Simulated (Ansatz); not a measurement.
**C3H7NOSi (SMILES C[SiH](C)N=C=O): density, localisation and related maps**

```xyz
13

C    -1.0322   -0.5429    1.3357
Si    0.3098    0.1624    0.3168
C     1.1785   -1.1366   -0.6403
N    -0.3103    1.2432   -0.8564
C    -0.6203    2.2004   -1.4701
O    -0.8612    3.2034   -2.0559
H    -0.6927   -1.1866    2.0961
H    -1.7605   -1.0243    0.6955
H    -1.6188    0.3230    1.8736
H     1.2512    0.9469    1.1843
H     1.9892   -0.7053   -1.2297
H     1.7022   -1.8518    0.0646
H     0.4855   -1.6666   -1.2994
```

The calculation used SCF r2SCAN, Gaussian basis (Ansatz).

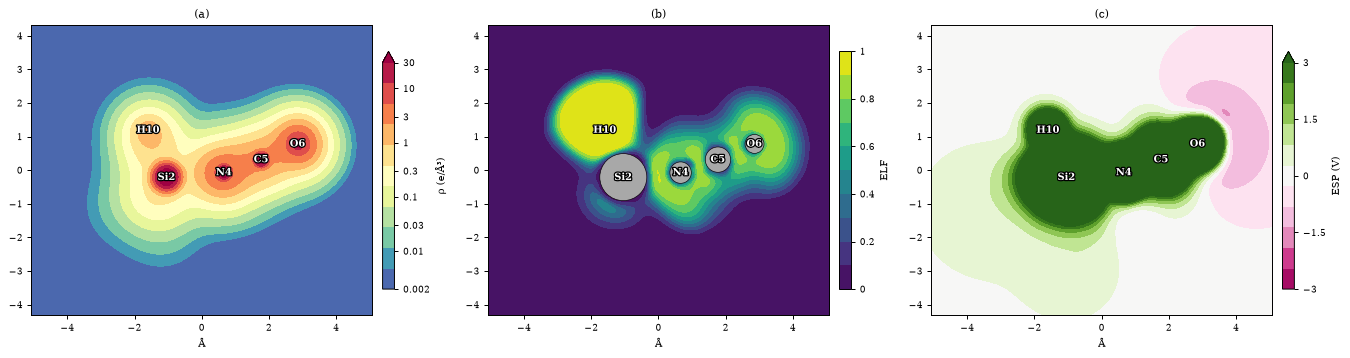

Figure 1. (a) electron density; (b) ELF; (c) molecular electrostatic potential on the plane of atoms N4, Si2 and H10. Grey discs cover the atomic cores in the ELF map.

**Describe what can be read from this map.**

Atoms in the plane: Si, N, C, O and H. C–N (1.18 Å): the density is about 3.1 e/Å³ at the midpoint; the ELF peaks at about 0.85 between the atoms: a short, multiple covalent bond. C–O (1.19 Å): the density is about 3.4 e/Å³ at the midpoint; the ELF peaks at about 0.85 between the atoms: a short, multiple covalent bond. Si–N (1.71 Å): the density is about 0.96 e/Å³ at the midpoint; the ELF peaks at about 0.90 between the atoms: a shared but strongly polarised pair. Si–H (1.50 Å): the density is about 0.74 e/Å³ at the midpoint; the ELF climbs to about 1 towards the hydrogen, as it does in any bond to H. The ELF also peaks beside O6, away from the bonds: lone-pair regions. Outside the dense part of the molecule the potential is most negative (−1.4 V) near O6.

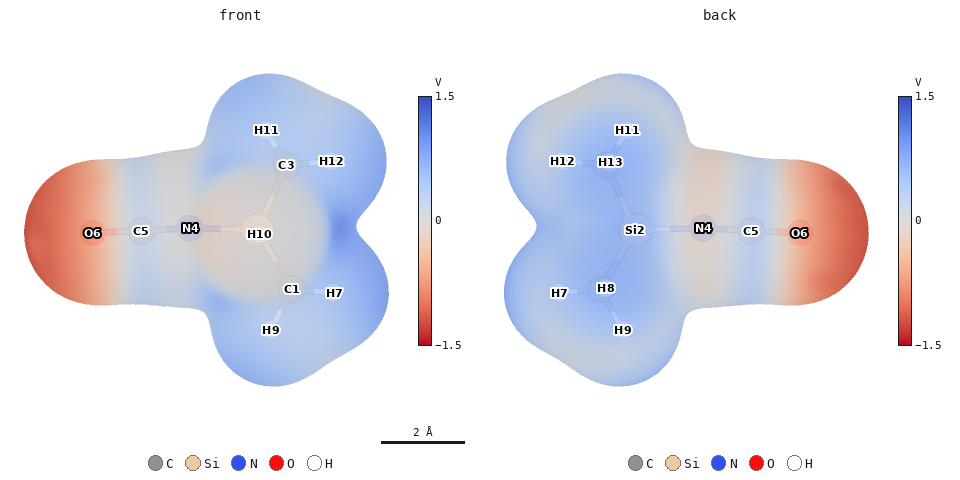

Figure 2. The molecular electrostatic potential painted on the density surface at 0.001 e/bohr³, seen from the front and from behind; the colour scale runs from red (negative) to blue (positive).

**Describe the electrostatic potential map.**

The most negative region (about −1.2 V) lies over O6, the most positive (about +0.9 V) over Si2. O6 is the likeliest acceptor of a hydrogen bond.

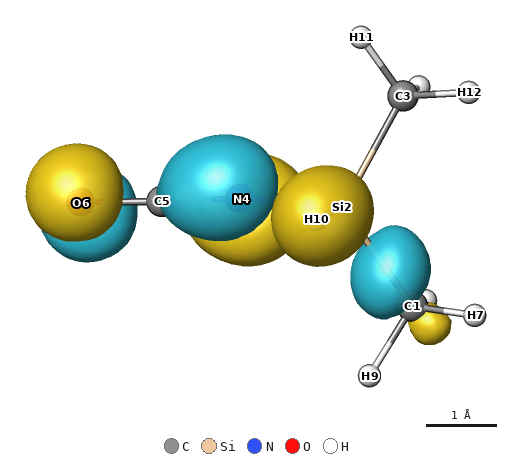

Figure 3. The HOMO−1 at ±0.15 Å⁻³ᐟ² (yellow and cyan are the two phases), seen at a tilt.

**Describe this orbital and give its energy.**

Its weight (Hirshfeld) is mainly on N4 (about 35 %), O6 (about 30 %), C5 (about 10 %), H10 (about 10 %) and C1 (about 5 %). Its energy is −7.08 eV.
